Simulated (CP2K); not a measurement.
**Two attempts at AlSi2H5F2 (SMILES F[SiH2][Al]([F])[SiH3])**

Wanted: the energy of AlSi2H5F2, GFN2-xTB.

The results are computed with CP2K 2026.2.

2 further runs of the same task are left out: 2 set aside as unsound or not needed.

### Step 1. The molecule

The species is AlSi2H5F2 (10 atoms), meant as a singlet with charge 0. SMILES: `F[SiH2][Al]([F])[SiH3]`. Geometry: a GFN2-xTB relaxation, a rough one for these elements and not checked as a minimum. This is one conformer, not always the lowest.

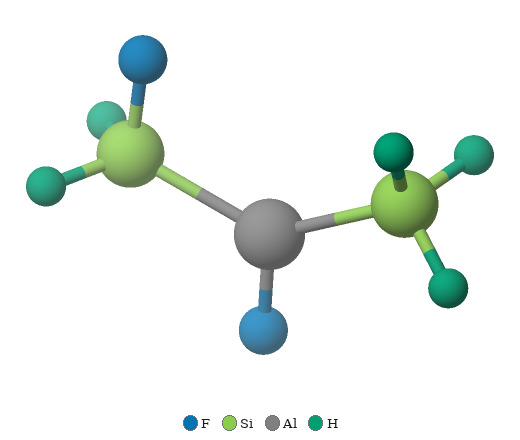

Viewed from a chosen angle; fluorine blue, silicon green, aluminium grey, hydrogen teal.

### Step 2. The input as first written

File molecule.xyz:

```xyz
10

F     -0.633720     2.288560     1.276050
Si     0.033410     0.993040     2.017650
Al     0.293570    -0.672970     0.256930
F      0.930480    -2.047990     0.945640
Si    -0.156860    -0.706650    -2.126040
H      1.216430     1.612440     2.651690
H     -0.927580     0.776820     3.119840
H     -1.525390    -1.145730    -2.486840
H      0.030540     0.572940    -2.843640
H      0.739130    -1.670450    -2.811280
```

File gas.inp:

```
&GLOBAL
  PROJECT gas
  RUN_TYPE ENERGY
  PRINT_LEVEL MEDIUM
&END

&FORCE_EVAL
  METHOD Quickstep
  &DFT
    &QS
      METHOD XTB
      EPS_DEFAULT 1.0E-10
      &XTB
        GFN_TYPE TBLITE
        &TBLITE
          METHOD GFN2
        &END
        CHECK_ATOMIC_CHARGES F
      &END
    &END
    &POISSON
      PERIODIC NONE
      POISSON_SOLVER ANALYTIC
    &END
    &SCF
      SCF_GUESS ATOMIC
      EPS_SCF 1.0E-07
      MAX_SCF 150
      ADDED_MOS 8
      &DIAGONALIZATION
        ALGORITHM STANDARD
      &END
      &MIXING
        METHOD DIRECT_P_MIXING
        ALPHA 0.4
      &END
      &SMEAR ON
        METHOD FERMI_DIRAC
        ELECTRONIC_TEMPERATURE [K] 300
      &END
    &PRINT
      &MOMENTS
        PERIODIC F
        REFERENCE COM
        MAX_MOMENT 1
      &END
      &MO ON
        ENERGIES T
        OCCUPATION_NUMBERS T
        NDIGITS 6
        &EACH
          QS_SCF 0
        &END
        ADD_LAST NUMERIC
      &END
      &HIRSHFELD OFF
      &END
    &END
  &END
  &SUBSYS
    &CELL
      ABC 12.7 14.3 16
      PERIODIC NONE
    &END
    &TOPOLOGY
      COORD_FILE_NAME molecule.xyz
      COORD_FILE_FORMAT XYZ
      &CENTER_COORDINATES
      &END
    &END
  &END
&END
```

On the command line:

```
$ OMP_NUM_THREADS=1 cp2k.psmp -i gas.inp > gas.out 2>&1
```

What it wrote:

```text
Possible matches for unknown subsection

 MOMENTS

   subsection MOMENTS in section %__ROOT__%FORCE_EVAL%DFT%ENERGY_CORRECTION%PRINT score:  110
   subsection MOMENTS in section %__ROOT__%FORCE_EVAL%DFT%REAL_TIME_PROPAGATION%PRINT score:  110
   subsection MOMENTS in section %__ROOT__%FORCE_EVAL%DFT%PRINT score:  110
   subsection MOMENTS_FT in section %__ROOT__%FORCE_EVAL%DFT%REAL_TIME_PROPAGATION%PRINT score:  107
   enum SILENT in section %__ROOT__%GLOBAL%PRINT for keyword _SECTION_PARAMETERS_ score:  106

 *******************************************************************************
 *   ___                                                                       *
 *  /   \                                                                      *
 * [ABORT]                                                                     *
 *  \___/               unknown subsection MOMENTS of section PRINT            *
 *    |                                                                        *
 *  O/|                                                                        *
 * /| |                                                                        *
 * / \                                               input/input_parsing.F:192 *
 *******************************************************************************

 ===== Routine Calling Stack =====

            6 section_vals_parse
            5 section_vals_parse
            4 section_vals_parse
            3 section_vals_parse
            2 section_vals_parse
            1 read_input

Program received signal SIGABRT: Process abort signal.

Backtrace for this error:
#0  0x42efa216f957 in ???
#1  0x42efc2a24cac in __pthread_kill_implementation
#2  0x42efc29cbfb7 in raise
#3  0x42efc29b5d37 in abort
#4  0x42efa2842d83 in ???
#5  0x42efa2844297 in ???
#6  0x42efa29b3e77 in ???
#7  0x42efa29b38f7 in ???
#8  0x42efa29b38f7 in ???
#9  0x42efa29b38f7 in ???
#10  0x42efa29b38f7 in ???
#11  0x42efa2289807 in ???
#12  0x42efa2af4e8b in ???
#13  0x42efa2af9d0b in ???
#14  0x42efa2210db3 in ???
#15  0x42efa220ef13 in ???
#16  0x42efc29b6573 in __libc_start_call_main
#17  0x42efc29b6657 in __libc_start_main_impl
#18  0x42efa220f06f in ???
#19  0xffffffffffffffff in ???
```

Wall time 0.3 s (1 thread of Arm Neoverse V1, shared host).

### Step 3. What went wrong

The input was rejected.

The telling line is `\___/               unknown subsection MOMENTS of section PRINT`. What is wrong: a section of the input isn't closed.

### Step 4. Second attempt

molecule.xyz is that of step 2.

File molecule.inp:

```
&global
  project_name molecule
  run_type ENERGY
  print_level MEDIUM
&end global

&force_eval
  method QS
  &dft
    charge 0
    multiplicity 1
    &qs
      method XTB
      eps_default 1.0E-10
      &xtb
        gfn_type TBLITE
        &tblite
          method GFN2
        &end tblite
        check_atomic_charges F
      &end xtb
    &end qs
    &poisson
      periodic NONE
      poisson_solver ANALYTIC
    &end poisson
    &scf
      scf_guess ATOMIC
      eps_scf 1.0E-07
      max_scf 150
      added_mos 8
      &diagonalization
        algorithm STANDARD
      &end diagonalization
      &mixing
        method DIRECT_P_MIXING
        alpha 0.4
      &end mixing
      &smear ON
        method FERMI_DIRAC
        electronic_temperature [K] 300
      &end smear
    &end scf
    ! extra output
    &print
      &moments
        periodic F
        reference COM
        max_moment 1
      &end moments
      &mo ON
        energies T
        occupation_numbers T
        ndigits 6
        &each
          qs_scf 0
        &end each
        add_last NUMERIC
      &end mo
      &hirshfeld OFF
      &end hirshfeld
    &end print
  &end dft
  ! structure
  &subsys
    ! box in angstrom
    &cell
      abc [angstrom] 12.7 14.3 16
      periodic NONE
    &end cell
    &topology
      coord_file_name molecule.xyz
      coord_file_format XYZ
      &center_coordinates
      &end center_coordinates
    &end topology
  &end subsys
&end force_eval
```

On the command line:

```
$ OMP_NUM_THREADS=1 cp2k.psmp -i molecule.inp -o molecule.out
```

What it wrote:

```text
CP2K| version string:                                       CP2K version 2026.2
[...]
 GLOBAL| Method name                                                        CP2K
[...]
 GLOBAL| Run type                                                         ENERGY
[...]
                             - Atoms:                                         10
[...]
                             - Spherical basis functions:                     40
[...]
 Number of electrons:                                                         30
[...]
  *** SCF run converged in    17 steps ***
[...]
  Fermi energy:                                                -0.27644056835480
[...]
 TB_DIPOLE| Moment [Debye]          0.14194748      -0.65022585      -0.76073878
 TB_DIPOLE| Derivative [a.u.]       0.00000000       0.00000000       0.00000000
[...]
 ENERGY| Total FORCE_EVAL ( QS ) energy [hartree]            -16.678053270726657
[...]
```

Wall time 0.28 s (1 thread of Arm Neoverse V1, shared host).

### Step 5. Outcome

At GFN2-xTB:

| quantity | value |
| --- | --- |
| total energy | -16.67805 Eh |
| dipole moment (from atomic charges alone) | 1.01 D |
| HOMO energy | -9.55 eV |
| LUMO energy | -6.63 eV |
| HOMO–LUMO gap | 2.92 eV |

In words: The dipole comes from point charges on the atoms alone, without atomic dipoles, so it is partial.
